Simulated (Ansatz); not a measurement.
# What CaSiS3 (model cell, started as cubic perovskite with Si in the octahedra) distorts into, part 2 of 3

Which phase does CaSiS3 (model cell, started as cubic perovskite with Si in the octahedra) fall into along its unstable mode, and how much energy does it gain?

Ansatz 0.2.0; DFT LDA, scalar-relativistic, plane waves, PAW; PAW set soft_1.

So far, highest frequency on the path or at a solved wavevector (cm⁻¹): step 2 (the dispersion) 416. Also lowest frequency on the path (cm⁻¹): step 2 -182.

The structure was built from a prototype and need not be the compound's stable phase.

## Step 4: The mode frozen in, largest atomic shift 0.6 Å

The atoms are moved along the unstable eigenvector, the largest shift by 0.6 Å, with the cell fixed.

File input.yaml:

```yaml
crystal:
  lattice:
    - [4.5206973037, 4.5206973037, 0.0]
    - [4.5206973037, 0.0, 4.5206973037]
    - [4.5206973037, 0.0, -4.5206973037]
  atoms:
    - { symbol: Ca, position: [0.0, 0.0, 0.0] }
    - { symbol: Ca, position: [0.0, 0.5, 0.5] }
    - { symbol: Si, position: [0.5, 0.25, 0.75] }
    - { symbol: Si, position: [0.5, 0.75, 0.25] }
    - { symbol: S, position: [0.4061507462, 0.0938492538, 1.0938492538] }
    - { symbol: S, position: [0.5938492538, 0.4061507462, 0.4061507462] }
    - { symbol: S, position: [0.0, 0.5469246269, -0.0469246269] }
    - { symbol: S, position: [0.0, -0.0469246269, 0.5469246269] }
    - { symbol: S, position: [0.5, 0.5469246269, -0.0469246269] }
    - { symbol: S, position: [0.5, -0.0469246269, 0.5469246269] }
kpoints:
  mp_grid: { grid: [8, 8, 8] }
hamiltonian:
  xc: lda
  pseudopotentials: { kind: paw, azcp: { folder: soft_1 }, xc_functional: pbe }
scf:
  occupations: { method: methfessel_paxton, width: 0.2 }
output:
  forces: true
  stress: true
  eigenvalues: true
```

On the command line:

```
$ ansatz run input.yaml --threads 4 --pin off --max-ram 16384MiB --backend cpu --events-out ev --progress --plain --runs-dir out
```

Numbers of over 12 decimals in the logs are rounded to 6 here.

The log of the run:

```text
[...]
Crystal: 10 atoms, lattice volume = 184.776 Å³
Basis set: ecut = 420 eV, 3695 PW (Γ)
Bands: 42, of which v1, the nominal top of the filled ones, is band 32 counted from 1 (31 counted from 0)
Symmetry: 8 space group operations
[...]
k-points: 95 of 512
[...]
k-point 0: bands = [... 28 lower, 7.0328, 7.1152, 7.1298, 7.8296, 7.8583, 10.2774, 10.3176, 10.8006, ... 6 higher]
  k-point 1: bands = [... 28 lower, 6.9774, 7.0462, 7.2546, 7.8388, 7.8482, 10.0688, 10.3877, 10.8396, ... 6 higher]
  k-point 2: bands = [... 28 lower, 6.8346, 7.0798, 7.2942, 7.7062, 7.8287, 9.4509, 10.6413, 10.9847, ... 6 higher]
  k-point 94: bands = [... 28 lower, 6.1907, 6.1907, 6.8008, 6.8008, 9.4476, 9.4476, 10.7323, 10.7323, ... 6 higher]
[key lines of the parts left out:]
SCF converged after 9 iterations
Free energy (F): -9989.758702 eV
Fermi energy:    7.795428 eV
P = ⅓ Tr σ = -1.4729 GPa (-14.729 kbar)
```

It took 14 s on 4 threads of Arm Neoverse V1, shared host; peak memory 0.81 GiB.

This step gave:

```
pressure                         : -1.473 GPa
energy from the undistorted cell : -131.1 meV/atom
```

The energy, extrapolated to zero smearing, is -131.11 meV/atom against the undistorted cell.

The run ends at a pressure of -1.47 GPa, with forces up to 1.0 eV/Å.

## Step 5: Energy along the mode, all amplitudes (two of the runs are shown above)

An imaginary frequency means negative curvature, so the energy should fall and then rise again as anharmonic terms take over.

This step gave:

```yaml
depth_at_the_lowest_point_sampled: 131.1 meV/atom
largest_atomic_shift_at_that_point: 0.6 Å
```

Table of energy from the parent by largest atomic shift:

| largest atomic shift (Å) | energy from the parent (meV/atom) |
| --- | --- |
| 0.000 | 0 |
| 0.040 | -1.01 |
| 0.080 | -4.17 |
| 0.140 | -13.3 |
| 0.220 | -32.8 |
| 0.320 | -64.6 |
| 0.450 | -106 |
| 0.600 | -131 |

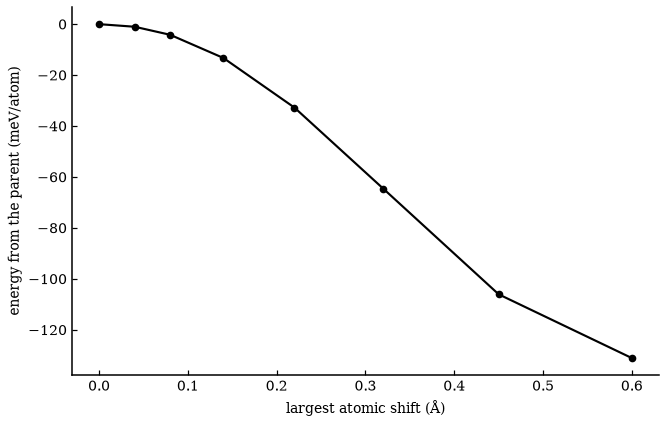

Energy from the parent, plotted against largest atomic shift.

Displacement at unit largest shift by atom:

| atom | x (Å) | y (Å) | z (Å) | size |
| --- | --- | --- | --- | --- |
| Ca1 | 0.000 | 0.000 | 0.000 | 0.000 |
| Ca2 | 0.000 | 0.000 | 0.000 | 0.000 |
| Si3 | 0.000 | 0.000 | 0.000 | 0.000 |
| Si4 | 0.000 | 0.000 | 0.000 | 0.000 |
| S5 | 0.707 | -0.707 | 0.000 | 1.000 |
| S6 | -0.707 | 0.707 | 0.000 | 1.000 |
| S7 | 0.000 | 0.000 | 0.707 | 0.707 |
| S8 | 0.000 | 0.000 | -0.707 | 0.707 |
| S9 | 0.000 | 0.000 | 0.707 | 0.707 |
| S10 | 0.000 | 0.000 | -0.707 | 0.707 |

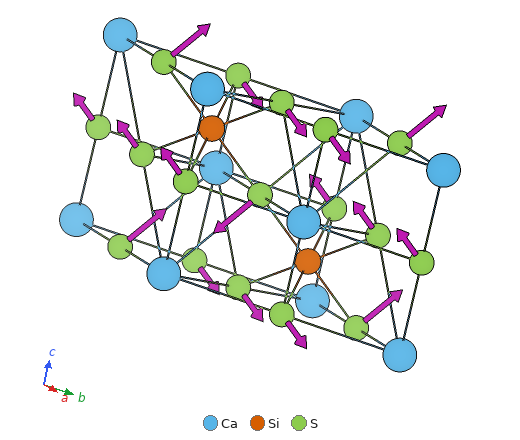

Displacement at unit largest shift as arrows, the longest 1.000 Å. Some periodic images of atoms are drawn too.

The lowest of the steps tried is the last one, at 0.6 Å, 131 meV/atom below the parent; the bottom of the well need not coincide with a step.

## Step 6: Relaxation from the frozen mode

Starting from the lowest point found, all atoms and the cell are let go, so that strain and other modes of the same symmetry can join in.

input.yaml: that of step 4 with these lines changed.

```diff
@@ -27 +27,10 @@
   eigenvalues: true
+  write_density: true
+  write_potential: true
+  elf: true
+  volumetric_format: npy
+relax:
+  adjacent_minimum: "off"
+  f_tol: 0.002
+  max_steps: 120
+  cell: { stress_tol: 0.03 }
```

The log of the run:

```text
[...]
Crystal: 10 atoms, lattice volume = 184.776 Å³
Basis set: ecut = 420 eV, 3695 PW (Γ)
Bands: 42, of which v1, the nominal top of the filled ones, is band 32 counted from 1 (31 counted from 0)
Symmetry: 8 space group operations
[...]
k-points: 95 of 512
[...]
SCF iter   1: F=—  HF=-9993.442222 eV  |F-HF|=—  |Δ(HF+E_count)|=         —  Δρ=5.19e-2  dr2=1.16e1  ethr=3.10e-3  ⟨swp⟩=10.4  Hψ=23399  notcnv=0
[...]
SCF iter   9: F=-9989.758702 eV  HF=-9989.758702 eV  |F-HF|=1.64e-8  |Δ(HF+E_count)|=   4.60e-8  S|Δr|=    0.00e0  Δρ=2.48e-6  dr2=2.67e-8  ethr=1.56e-10  ⟨swp⟩=23.8  Hψ=40695  notcnv=0
SCF 1 converged in 9 iterations: F = -9989.758702 eV  dr2 = 2.67e-8
[...]
relax step   1: F+E_penalty+E_count = -9989.75870236 eV  Δ(F+E_penalty+E_count) = +0.000e0 eV  max|allowed force component| = 7.169e-1 eV/Å  Δτ_max = 0.0000 Å  P = -1.473 GPa  Ω = 184.776 Å³  (9 SCF iters, dr2 threshold 1.00e-7 eV, accepted)
Crystal: 10 atoms, lattice volume = 177.633 Å³
Basis set: ecut = 420 eV, 3487 PW (Γ)
[...]
SCF iter   7: F=-9989.971335 eV  HF=-9989.971335 eV  |F-HF|=7.08e-9  |Δ(HF+E_count)|=   1.15e-7  S|Δr|=    0.00e0  Δρ=5.74e-6  dr2=6.26e-8  ethr=1.56e-9  ⟨swp⟩=19.1  Hψ=37058  notcnv=0
the search or the solves at the SCF's close seem to have found levels that the self-consistency loop had missed (the run counts 1). By its estimate they hold under 1e-12 electrons; where the run keeps them, the occupations were computed again with them
SCF 2 converged in 7 iterations: F = -9989.971335 eV  dr2 = 6.26e-8
[...]
relax step   2: F+E_penalty+E_count = -9989.97133451 eV  Δ(F+E_penalty+E_count) = -2.126e-1 eV  max|allowed force component| = 5.328e-1 eV/Å  Δτ_max = 0.1704 Å  P = +2.286 GPa  Ω = 177.633 Å³  energy of the carried Pulay correction = +1.411e-3 eV  (7 SCF iters, dr2 threshold 1.00e-6 eV, accepted)
Crystal: 10 atoms, lattice volume = 182.396 Å³
Basis set: ecut = 420 eV, 3587 PW (Γ)
[...]
SCF iter   7: F=-9990.079264 eV  HF=-9990.079264 eV  |F-HF|=8.29e-8  |Δ(HF+E_count)|=   2.36e-7  S|Δr|=    0.00e0  Δρ=5.62e-6  dr2=1.38e-7  ethr=1.56e-9  ⟨swp⟩=12.0  Hψ=30722  notcnv=0
SCF 3 converged in 7 iterations: F = -9990.079264 eV  dr2 = 1.38e-7
relax step   3: F+E_penalty+E_count = -9990.07926427 eV  Δ(F+E_penalty+E_count) = -1.079e-1 eV  max|allowed force component| = 1.685e-1 eV/Å  Δτ_max = 0.0874 Å  P = -0.590 GPa  Ω = 182.396 Å³  energy of the carried Pulay correction = +4.642e-4 eV  (7 SCF iters, dr2 threshold 1.00e-6 eV, accepted)
[...]
relax step   4: F+E_penalty+E_count = -9990.09226602 eV  Δ(F+E_penalty+E_count) = -1.300e-2 eV  max|allowed force component| = 3.010e-2 eV/Å  Δτ_max = 0.0214 Å  P = -0.022 GPa  Ω = 181.321 Å³  energy of the carried Pulay correction = +6.758e-4 eV  (5 SCF iters, dr2 threshold 1.00e-6 eV, accepted)
[...]
relax step   5: F+E_penalty+E_count = -9990.09299471 eV  Δ(F+E_penalty+E_count) = -7.287e-4 eV  max|allowed force component| = 2.536e-3 eV/Å  Δτ_max = 0.0046 Å  P = +0.034 GPa  Ω = 181.183 Å³  energy of the carried Pulay correction = +7.030e-4 eV  (4 SCF iters, dr2 threshold 2.02e-7 eV, accepted)
[...]
relax step   6: F+E_penalty+E_count = -9990.09311017 eV  Δ(F+E_penalty+E_count) = -1.155e-4 eV  max|allowed force component| = 3.911e-3 eV/Å  Δτ_max = 0.0006 Å  P = -0.000 GPa  Ω = 181.240 Å³  energy of the carried Pulay correction = +6.919e-4 eV  (5 SCF iters, dr2 threshold 2.81e-8 eV, accepted)
[...]
relax step   7: F+E_penalty+E_count = -9990.09309980 eV  Δ(F+E_penalty+E_count) = +1.037e-5 eV  max|allowed force component| = 1.035e-2 eV/Å  Δτ_max = 0.0027 Å  P = +0.009 GPa  Ω = 181.202 Å³  energy of the carried Pulay correction = +6.994e-4 eV  (6 SCF iters, dr2 threshold 3.09e-9 eV, rejected (line search))
[...]
relax step   8: F+E_penalty+E_count = -9990.09313329 eV  Δ(F+E_penalty+E_count) = -2.311e-5 eV  max|allowed force component| = 7.857e-4 eV/Å  Δτ_max = 0.0007 Å  P = -0.001 GPa  Ω = 181.229 Å³  energy of the carried Pulay correction = +6.940e-4 eV  (7 SCF iters, accepted)
[...]
SCF iter   5: F=-9990.092494 eV  HF=-9990.092494 eV  |F-HF|=3.64e-12  |Δ(HF+E_count)|=  3.64e-11  S|Δr|=    0.00e0  Δρ=4.76e-8  dr2=4.06e-12  ethr=1.00e-12  ⟨swp⟩=11.3  Hψ=24534  notcnv=0
SCF 9 converged in 5 iterations: F = -9990.092494 eV  dr2 = 4.06e-12
relax step   9: F+E_penalty+E_count = -9990.09249443 eV  Δ(F+E_penalty+E_count) = +6.389e-4 eV  max|allowed force component| = 7.487e-4 eV/Å  Δτ_max = 0.0000 Å  P = -0.003 GPa  Ω = 181.229 Å³  stress off target by 1.26e-2 GPa  SCF on the basis re-selected at this cell (its energy is not comparable with the rows above)  (5 SCF iters)
basis re-selected at this cell: Δ(F+E_penalty+E_count) = +6.389e-4 eV, ΔP = -0.001 GPa vs the last step (what re-selecting the basis moved, of the pressure what is left beyond the Pulay correction that the steps carried, after the strain that the cell walked since its last selection, with what the two solves' SCF thresholds leave and, on support functions, any second-order correction that the steps lacked; it is no m [...]
SCF converged after 5 iterations
[...]
Free energy (F): -9990.092494 eV
[...]
Internal energy: -9990.099539 eV  (E = F + TS)
E sigma→0 (E₀):  -9990.094256 eV
Entropy (-TS):   0.007045 eV (0.704 meV/atom)
Fermi energy:    8.071155 eV
Step filling:    the computed levels leave a gap of 0.0274 eV = 0.1 smearing widths at the electron count; against every level under it full and every level over it empty, smearing changes F+E_penalty+E_count by +2.005 meV and its σ→0 estimate by +0.244 meV
[...]
--- Forces (eV/Å), atoms counted from 1 ---
  atom   1  Ca    -0.00012079     0.00012079     0.00000000
  atom   2  Ca     0.00012079    -0.00012079     0.00000000
  atom   3  Si     0.00000000    -0.00000000     0.00000000
  atom   4  Si     0.00000000    -0.00000000    -0.00000000
  atom   5  S      0.00006078    -0.00006078     0.00000000
  atom   6  S     -0.00006078     0.00006078     0.00000000
  atom   7  S      0.00000000     0.00000000    -0.00074870
  atom   8  S      0.00000000     0.00000000     0.00074870
  atom   9  S      0.00000000     0.00000000    -0.00074870
  atom  10  S      0.00000000     0.00000000     0.00074870
  max |Σ_I F_I| component: 3.47e-18 eV/Å
--- Stress (GPa, compression-positive) ---
        0.002310      -0.003362       0.000000
       -0.003362       0.002310       0.000000
        0.000000       0.000000      -0.012609
  P = ⅓ Tr σ = -0.0027 GPa (-0.027 kbar)
--- Band table (eV; the first three rows and the last of 95) ---
  k-point 0: bands = [... 28 lower, 7.0800, 7.2732, 7.4722, 7.8750, 8.2289, 10.6275, 10.6581, 11.0788, ... 6 higher]
  k-point 1: bands = [... 28 lower, 7.1326, 7.2499, 7.4636, 7.8747, 8.2570, 10.4274, 10.7002, 11.1301, ... 6 higher]
  k-point 2: bands = [... 28 lower, 7.0343, 7.3613, 7.4071, 7.8129, 8.2578, 9.8181, 10.8664, 11.3324, ... 6 higher]
  k-point 94: bands = [... 28 lower, 6.3730, 6.3730, 7.0326, 7.0326, 9.6694, 9.6694, 11.0720, 11.0720, ... 6 higher]
--- Relaxed structure (8 steps of the walk, 7 accepted, 1 SCFs on fresh bases) ---
  F+E_penalty+E_count = -9990.09249443 eV   max|allowed force component| = 7.487e-4 eV/Å   (the final SCF, on the basis selected at the relaxed cell)
  cell:  # Å, volume = 181.2288 Å³
    - [4.472021, 4.472021, 0.0]
    - [4.505793, -0.033772, 4.463537]
    - [4.505793, -0.033772, -4.463537]
  atoms:
    - { symbol: Ca, position: [0.016910, -0.016910, -0.016910] }
    - { symbol: Ca, position: [-0.016910, 0.516910, 0.516910] }
    - { symbol: Si, position: [0.500000, 0.25, 0.750000] }
    - { symbol: Si, position: [0.500000, 0.750000, 0.250000] }
    - { symbol: S, position: [0.407426, 0.092574, 1.092574] }
    - { symbol: S, position: [0.592574, 0.407426, 0.407426] }
    - { symbol: S, position: [0.0, 0.558865, -0.058865] }
    - { symbol: S, position: [0.0, -0.058865, 0.558865] }
    - { symbol: S, position: [0.500000, 0.558865, -0.058865] }
    - { symbol: S, position: [0.500000, -0.058865, 0.558865] }
```

The job ended after 1.9 min (4 threads; peak memory 0.86 GiB).

Relaxation path:

| step | energy less that of the first step (eV) | largest force component (eV/Å) | pressure (GPa) | volume (Å³) |
| --- | --- | --- | --- | --- |
| 1 | 0.0000 | 0.7169 | -1.47 | 184.78 |
| 2 | -0.2126 | 0.5328 | 2.29 | 177.63 |
| 3 | -0.3206 | 0.1685 | -0.59 | 182.40 |
| 4 | -0.3336 | 0.0301 | -0.02 | 181.32 |
| 5 | -0.3343 | 0.0025 | 0.03 | 181.18 |
| 6 | -0.3344 | 0.0039 | 0.00 | 181.24 |
| 7 | -0.3344 | 0.0104 | 0.01 | 181.20 |
| 8 | -0.3344 | 0.0008 | 0.00 | 181.23 |
| 9* | -0.3338 | 0.0007 | 0.00 | 181.23 |

Relaxation steps marked * repeat the geometry before them on a plane-wave basis chosen anew for their cell, so energy and pressure can jump there. Relaxation step 7 was tried and not accepted.

The run keeps the 8 symmetry operations that it works with, so distortions that break them were not tested.

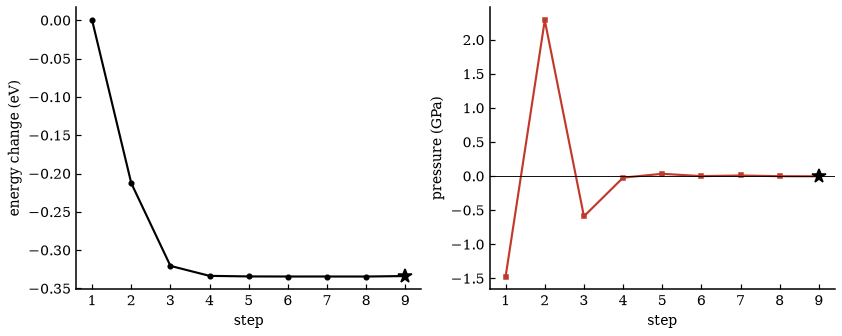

Energy and pressure along the relaxation. Stars mark steps on a basis chosen anew.

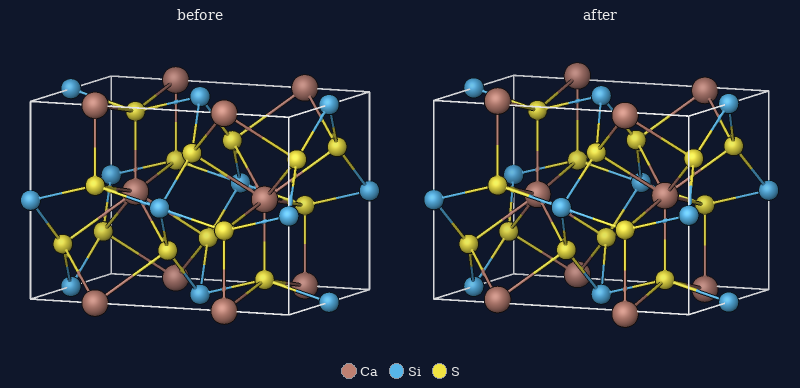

Before and after, at one scale.

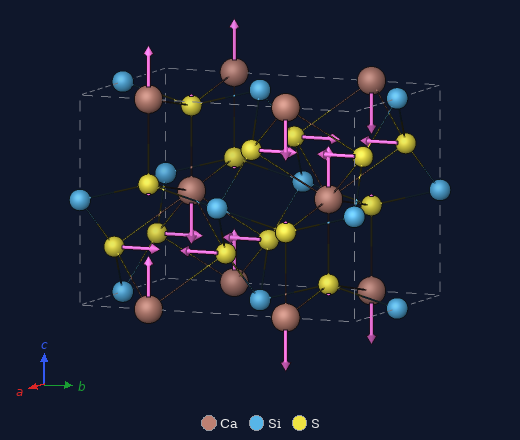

Displacements in the relaxation, exaggerated, measured against the changing cell; the longest in the cell stands for 0.11 Å. Some periodic images of atoms are drawn too.

| conventional cell, symmetrised | before | after | change |
| --- | --- | --- | --- |
| a (Å) | 6.393 | 6.324 | -1.1 % |
| b (Å) | 9.041 | 8.927 | -1.3 % |
| c (Å) | 6.393 | 6.420 | +0.4 % |
| volume (Å³/atom) | 18.48 | 18.12 | -1.9 % |

The atoms that moved most (Å, as changes of fractional coordinates times the final cell):

| atom | dx | dy | dz | length |
| --- | --- | --- | --- | --- |
| Ca1 | -0.077 | 0.077 | 0.000 | 0.109 |
| Ca2 | 0.077 | -0.077 | 0.000 | 0.109 |
| S9 | 0.000 | 0.000 | 0.107 | 0.107 |
| S10 | 0.000 | 0.000 | -0.107 | 0.107 |
| S8 | 0.000 | 0.000 | -0.107 | 0.107 |
| S7 | 0.000 | 0.000 | 0.107 | 0.107 |
| S5 | -0.006 | 0.006 | 0.000 | 0.008 |
| S6 | 0.006 | -0.006 | 0.000 | 0.008 |

This step gave:

| Property | Result |
| --- | --- |
| pressure | -0.002663 GPa |
| volume per atom | 18.12 Å³ |

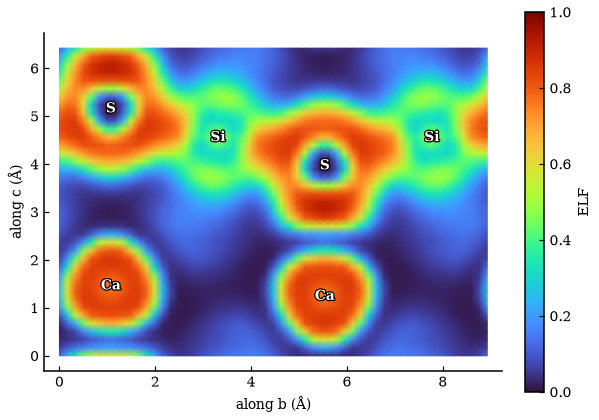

ELF in the bc plane of the conventional cell at fractional x = 0.500, with atoms of Ca and Si and S within 0.2 Å of it. It is the smooth field of the valence electrons, not physical close to the nuclei. The map starts off the cell's origin, so that atoms lie inside it.

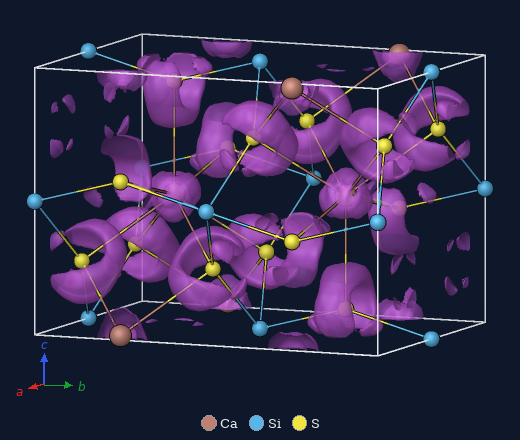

Surface of ELF = 0.84.

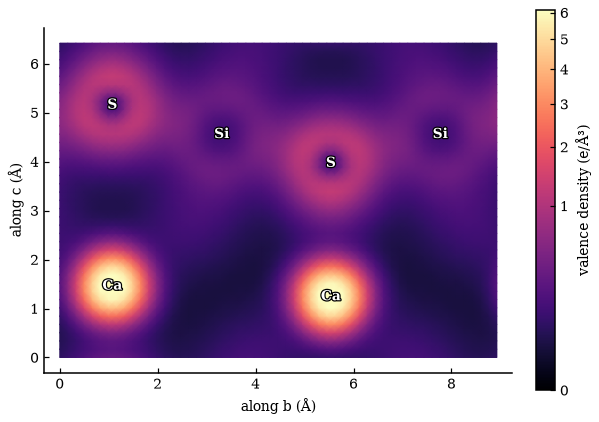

Valence density in the bc plane of the conventional cell at fractional x = 0.500, with atoms of Ca and Si and S within 0.2 Å of it. It is the smooth field of the valence electrons, not physical close to the nuclei. The map starts off the cell's origin, so that atoms lie inside it. The colour scale is stretched toward low values.

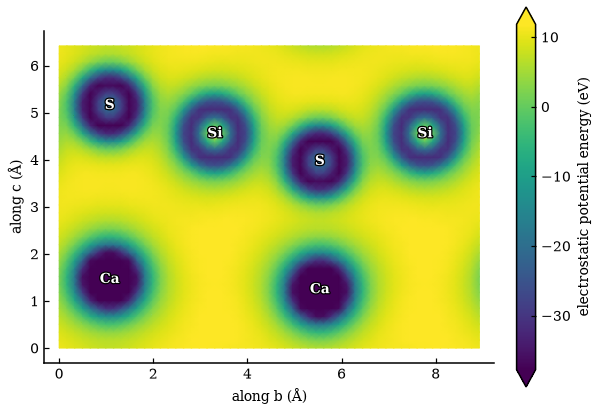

Electrostatic potential energy in the bc plane of the conventional cell at fractional x = 0.500, with atoms of Ca and Si and S within 0.2 Å of it. With pseudopotentials it is smooth inside the atoms' cores, unlike the true potential. The map starts off the cell's origin, so that atoms lie inside it.

The distorted start has space group Imma; the relaxation ends in Imma.

## Step 7: The new phase in its own primitive cell

The relaxed structure is symmetrised, reduced to its primitive cell and relaxed tightly, as its phonons need.

File input.yaml:

```yaml
crystal:
  lattice:
    - [-3.1621966106, 4.4635365752, 3.2099568813]
    - [3.1621966106, -4.4635365752, 3.2099568813]
    - [3.1621966106, 4.4635365752, -3.2099568813]
  atoms:
    - { symbol: Ca, position: [0.7330897892, 0.9830897892, 0.75] }
    - { symbol: Ca, position: [0.2669102108, 0.0169102108, 0.25] }
    - { symbol: Si, position: [0.0, 0.5, 0.5] }
    - { symbol: Si, position: [0.5, 0.5, 0.0] }
    - { symbol: S, position: [0.8425741296, 0.5925741296, 0.25] }
    - { symbol: S, position: [0.1574258704, 0.4074258704, 0.75] }
    - { symbol: S, position: [0.3088647665, 0.5, 0.3088647665] }
    - { symbol: S, position: [0.6911352335, 0.5, 0.6911352335] }
    - { symbol: S, position: [0.3088647665, 0.0, 0.8088647665] }
    - { symbol: S, position: [0.6911352335, 0.0, 0.1911352335] }
kpoints:
  mp_grid: { grid: [8, 8, 8] }
hamiltonian:
  xc: lda
  pseudopotentials: { kind: paw, azcp: { folder: soft_1 }, xc_functional: pbe }
scf:
  occupations: { method: methfessel_paxton, width: 0.2 }
output:
  forces: true
  stress: true
  eigenvalues: true
relax:
  adjacent_minimum: "off"
  f_tol: 0.001
  max_steps: 60
  cell: { stress_tol: 0.01 }
```

The log of the run:

```text
[...]
Crystal: 10 atoms, lattice volume = 181.229 Å³
Basis set: ecut = 420 eV, 3543 PW (Γ)
Bands: 42, of which v1, the nominal top of the filled ones, is band 32 counted from 1 (31 counted from 0)
Symmetry: 8 space group operations
[...]
k-points: 95 of 512
[...]
- { symbol: Si, position: [0.0, 0.500000, 0.500000] }
    - { symbol: Si, position: [0.500000, 0.500000, 0] }
    - { symbol: S, position: [0.842595, 0.592595, 0.25] }
    - { symbol: S, position: [0.157405, 0.407405, 0.75] }
    - { symbol: S, position: [0.308840, 0.500000, 0.308840] }
    - { symbol: S, position: [0.691160, 0.500000, 0.691160] }
    - { symbol: S, position: [0.308840, 2.7755575615628914e-17, 0.808840] }
    - { symbol: S, position: [0.691160, 2.7755575615628914e-17, 0.191160] }
[key lines of the parts left out:]
SCF converged after 6 iterations
Free energy (F): -9990.092497 eV
Fermi energy:    8.071884 eV
P = ⅓ Tr σ = -0.0003 GPa (-0.003 kbar)
```

Run time: 55 s. Hardware: 4 threads; peak memory 0.85 GiB.

Little changed from the start: no atom moved by 0.005 Å and no cell edge by 0.1 %.

Numbers from this step:

| Quantity | Value |
| --- | --- |
| pressure | -3.30e-4 GPa |

The largest force component left is 0.031 meV/Å and the pressure is 0.000 GPa, within the tolerances set. The cell now holds 18.12 Å³/atom.

[end of part 2 of 3]

[Logs are printed without paths, hosts, clocks, repeated set-up lines and the standing remarks that a program may print on its own settings, such as how far it seeks lower states.]

[Hosts, paths, dates, database ids (printed as entryN), source tags and the programs' standing remarks are cut or masked in the printed files.]
